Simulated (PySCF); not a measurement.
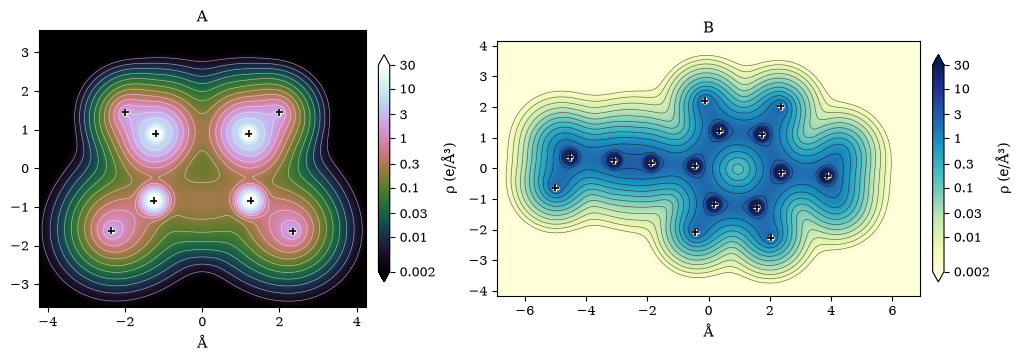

The total electron density of 2 systems, each on a plane through atoms (crosses mark nuclei in the plane).

Method: CAM-B3LYP/def2-SVPD, SCF density, gas phase in PySCF 2.14.0.

System 1: Be4H8O4, the plane of atoms Be10, O9 and H15. Geometry: PBE0-D3(BJ)/def2-SVP.

```json
{"atom": "Be", "x (Å)": "-1.2387", "y (Å)": "0.8427", "z (Å)": "0.3189"}
{"atom": "H", "x (Å)": "-2.3312", "y (Å)": "1.5886", "z (Å)": "0.5943"}
{"atom": "O", "x (Å)": "0.2550", "y (Å)": "1.4063", "z (Å)": "-0.3656"}
{"atom": "Be", "x (Å)": "0.3074", "y (Å)": "0.0840", "z (Å)": "-1.4929"}
{"atom": "H", "x (Å)": "0.5831", "y (Å)": "0.1613", "z (Å)": "-2.8132"}
{"atom": "O", "x (Å)": "-1.1558", "y (Å)": "-0.5122", "z (Å)": "-0.7675"}
{"atom": "Be", "x (Å)": "-0.2682", "y (Å)": "-1.4599", "z (Å)": "0.3861"}
{"atom": "H", "x (Å)": "-0.5051", "y (Å)": "-2.7452", "z (Å)": "0.7298"}
{"atom": "O", "x (Å)": "-0.3020", "y (Å)": "-0.0839", "z (Å)": "1.4498"}
{"atom": "Be", "x (Å)": "1.1904", "y (Å)": "0.5248", "z (Å)": "0.8041"}
{"atom": "H", "x (Å)": "2.2501", "y (Å)": "0.9878", "z (Å)": "1.5033"}
{"atom": "O", "x (Å)": "1.1921", "y (Å)": "-0.8185", "z (Å)": "-0.2991"}
{"atom": "H", "x (Å)": "0.4221", "y (Å)": "2.3241", "z (Å)": "-0.6060"}
{"atom": "H", "x (Å)": "-1.9062", "y (Å)": "-0.8435", "z (Å)": "-1.2727"}
{"atom": "H", "x (Å)": "-0.4984", "y (Å)": "-0.1398", "z (Å)": "2.3913"}
{"atom": "H", "x (Å)": "1.9711", "y (Å)": "-1.3507", "z (Å)": "-0.4942"}
```

System 2: C10H10 (SMILES CC#Cc1ccc(C)cc1), the plane of atoms C5, C6 and H15. Geometry: PBE0-D3(BJ)/def2-SVP.

```xyz
20

C     5.3445    0.8028    0.6045
C     3.8921    0.8146    0.6124
C     2.6771    0.8279    0.6213
C     1.2487    0.8376    0.6301
C     0.5229   -0.2984    1.0270
C    -0.8665   -0.2849    1.0307
C    -1.5854    0.8531    0.6439
C    -3.0852    0.8712    0.6831
C    -0.8581    1.9814    0.2455
C     0.5316    1.9805    0.2374
H     5.7529    1.6006    1.2452
H     5.7393    0.9568   -0.4126
H     5.7360   -0.1576    0.9740
H     1.0652   -1.1961    1.3303
H    -1.4094   -1.1824    1.3403
H    -3.5003    1.5693   -0.0583
H    -3.5062   -0.1262    0.4891
H    -3.4494    1.1919    1.6738
H    -1.3943    2.8815   -0.0682
H     1.0805    2.8696   -0.0789
```

### Match each panel to its system.

Panel A is system 1, Be4H8O4: the plane holds Be, H and O. Be–O (1.74 Å): ρ at the midpoint is about 0.7 e/Å³. Panel B is system 2, C10H10: the plane holds C and H. C–C (1.22 Å): ρ is about 2.6 e/Å³ halfway.
